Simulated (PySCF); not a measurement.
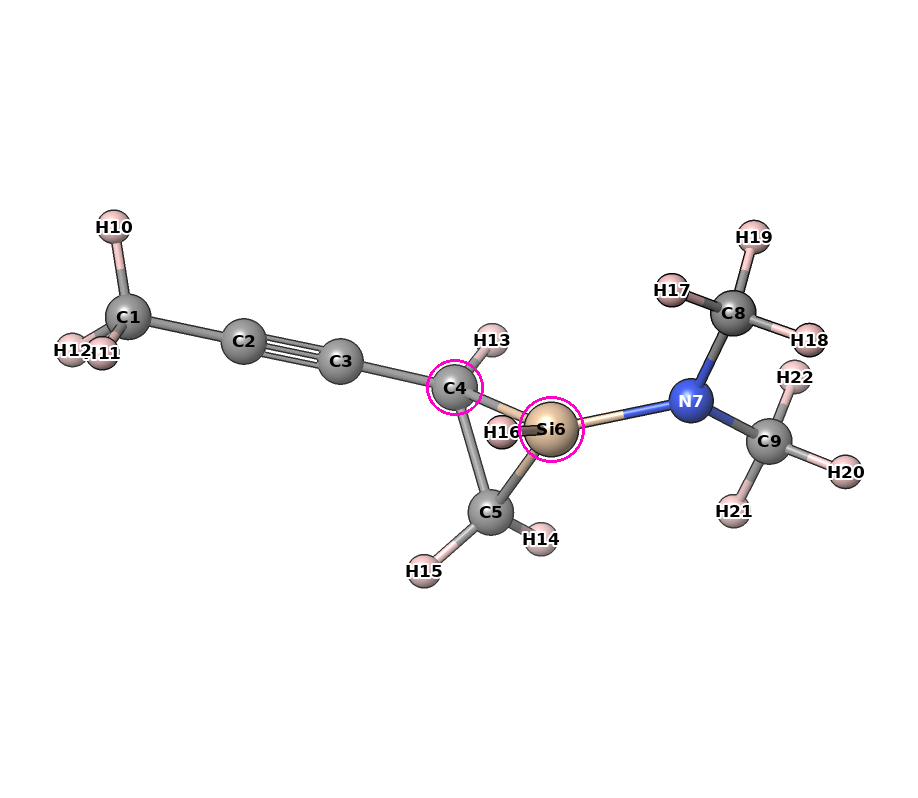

Depth is shown by fading: the farther an atom, the more it takes the colour of the background. Circles mark the stereogenic atoms. Computed geometry: PBE0-D3(BJ)/def2-SVP optimisation. No frequency run is at hand to confirm it as a minimum.

Q: Give the R/S and E/Z labels.

A: C4: R (priorities Si6 > C5 > C3 > H13); Si6: R (priorities N7 > C4 > C5 > H16).

Q: Give a SMILES with the stereochemistry.

A: CC#C[C@@H]1C[Si@H]1N(C)C
